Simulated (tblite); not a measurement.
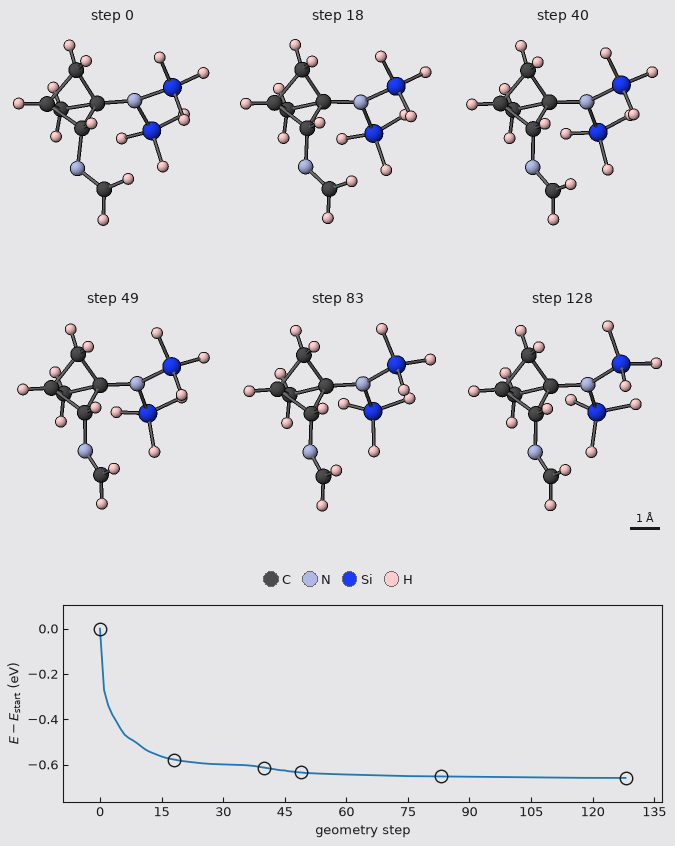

Frames of a relaxation of C₆H₁₄N₂Si₂, marked on the history of the run. A ball-and-stick model, seen at a tilt.

These are results of GFN2-xTB geometry optimisation, gas phase (tblite), not measurements. 

What happens along the run?

Answer. An H atom moves most after the best rigid fit: 0.98 Å. Largest moves by element: H 0.98 Å, Si 0.30 Å, N 0.29 Å, C 0.28 Å. Some distances before and after: Si–Si 2.732 → 3.115 Å, C–N 1.479 → 1.408 Å, C–C 1.593 → 1.534 Å, C–C 1.525 → 1.568 Å. Among the angles between lasting bonds that change: Si–N–Si 106.0° → 126.7°, C–N–Si 122.7° → 115.5°, C–N–C 113.6° → 120.3°. Groups turn about C–N by about 30°, N–Si by about 25°, N–Si by about 25°. The energy falls by 0.659 eV in 128 geometry steps. The run took 1.5 s on 1 thread of Arm Neoverse V1 (shared host). From step 0 to 18: an H atom moves most (0.25 Å), energy −0.577 eV. From step 18 to 40: an H atom moves most (0.34 Å), energy −0.036 eV. From step 40 to 49: an H atom moves most (0.31 Å), energy −0.021 eV. From step 49 to 83: an H atom moves most (0.33 Å), energy −0.018 eV. From step 83 to 128: an H atom moves most (0.27 Å), energy −0.007 eV.
